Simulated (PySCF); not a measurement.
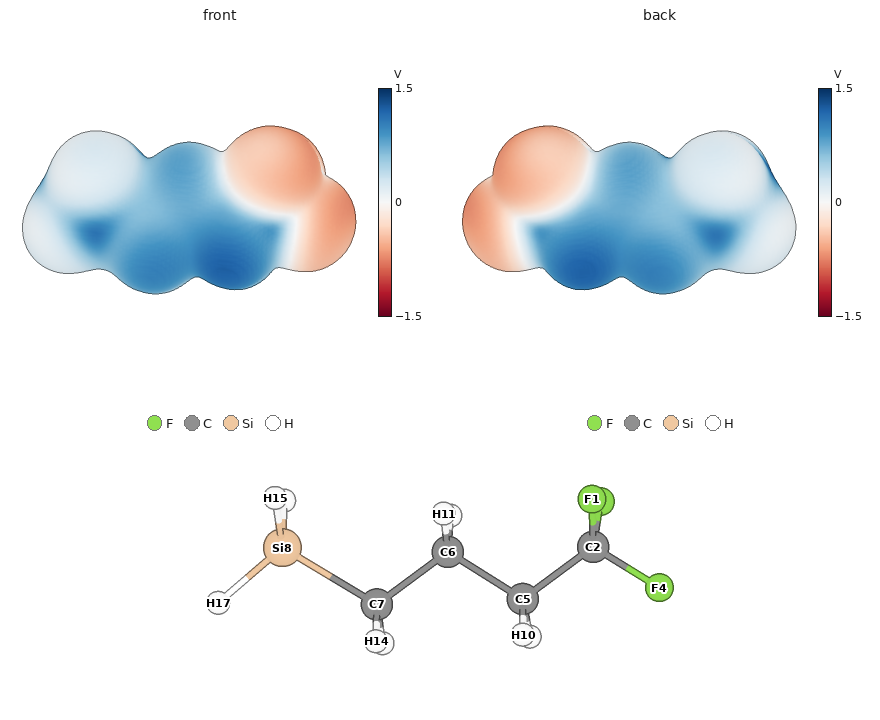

Figure. C4H9F3Si (SMILES FC(F)(F)CCC[SiH3]). The molecular electrostatic potential painted on the density surface at 0.002 e/bohr³, seen from the front and from behind; red is negative and blue positive. The bare structure is drawn below in the same view.

Geometry: GFN2-xTB.

The calculation used PySCF 2.14.0, PBE0/def2-SVPD, SCF density, gas phase.

```xyz
17

F     2.5504    1.5572   -0.4214
C     2.5074    0.2157   -0.4208
F     2.3820   -0.1601   -1.7032
F     3.7230   -0.2000   -0.0231
C     1.4049   -0.3328    0.4583
C     0.0271    0.1480   -0.0045
C    -1.0824   -0.4034    0.8826
Si   -2.8132    0.1773    0.3359
H     1.4677   -1.4224    0.4212
H     1.6062   -0.0046    1.4801
H     0.0075    1.2398    0.0140
H    -0.1317   -0.1701   -1.0371
H    -1.0375   -1.4939    0.8732
H    -0.8984   -0.0976    1.9142
H    -2.8613    1.6386    0.3976
H    -3.0547   -0.2786   -1.0336
H    -3.8040   -0.4011    1.2432
```

Where is the surface potential most negative and most positive?

Answer. The most negative region (about −0.7 V) lies over F1, F3 and F4, the most positive (about +1.2 V) over Si8, H9 and H10.

What dipole moment does the calculation give?

Answer. Its dipole moment is 2.41 D.
